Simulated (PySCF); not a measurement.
```xyz
14

Cl   -2.8953   -1.5112   -0.5250
C    -2.1328    0.0394   -0.1565
Cl   -2.6163    1.2029   -1.4276
Cl   -2.7966    0.6253    1.4023
C    -0.6420   -0.0328   -0.0696
C     0.0758   -1.2274   -0.1608
O     1.3299   -1.2990   -0.0763
Al    2.6328   -0.0479    0.1917
O     1.3143    1.2327    0.2538
C     0.0680    1.1598    0.1445
H    -0.4732   -2.1640   -0.3158
H     3.4258    0.1516   -1.1081
H     3.2132   -0.2242    1.6035
H    -0.5043    2.0943    0.2216
```

Geometry: GFN2-xTB.

Theory: PBE0/pcSseg-1, SCF density, gas phase, non-relativistic in PySCF.

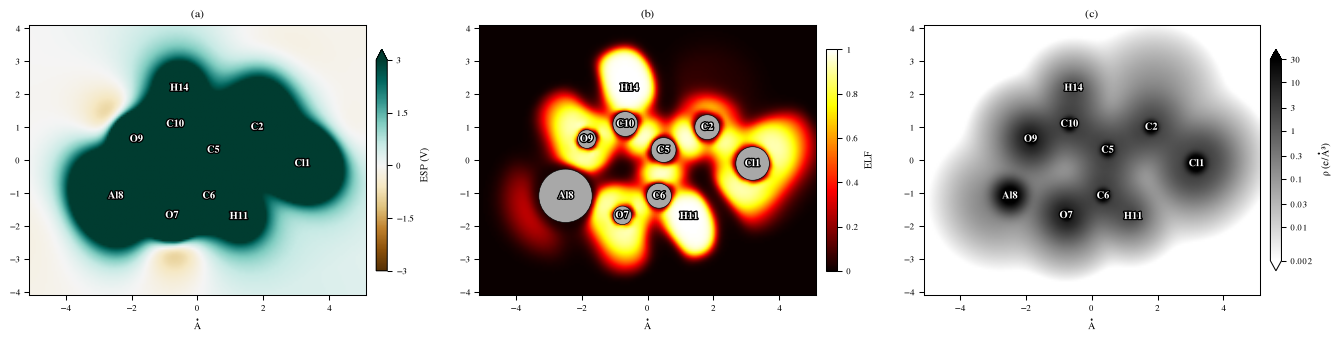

C4H4AlCl3O2. (a) molecular electrostatic potential; (b) ELF; (c) total electron density on the plane of atoms C2, C5 and C10. Grey discs cover the atomic cores in the ELF map.

### Read the bonding off the picture.

The plane passes through Cl, C, O, Al and H nuclei. C–O (1.25 Å): ρ is about 2.9 e/Å³ halfway; the ELF peaks at about 0.90 between the atoms, as expected for a polar covalent bond. C–C (1.40 Å): ρ is about 2.1 e/Å³ halfway; the ELF peaks at about 0.95 between the atoms: localised, covalent bonding. C–Cl (1.77 Å): ρ is about 1.4 e/Å³ halfway; the ELF peaks at about 0.90 between the atoms, as expected for a covalent bond. Al–O (1.83 Å): ρ is about 0.61 e/Å³ halfway; the ELF peaks at about 0.90 in the valence shell of O, 0.6 Å from its nucleus, and is about 0.45 at the midpoint. C–H (1.10 Å): the density is about 2.1 e/Å³ at the midpoint; the ELF climbs to about 1 towards the hydrogen, as it does in any bond to H (a covalent bond by its length). The ELF also peaks beside O7, Cl1 and O9, away from the bonds: lone-pair regions. Outside the dense part of the molecule the potential is most negative (−0.9 V) near O7.
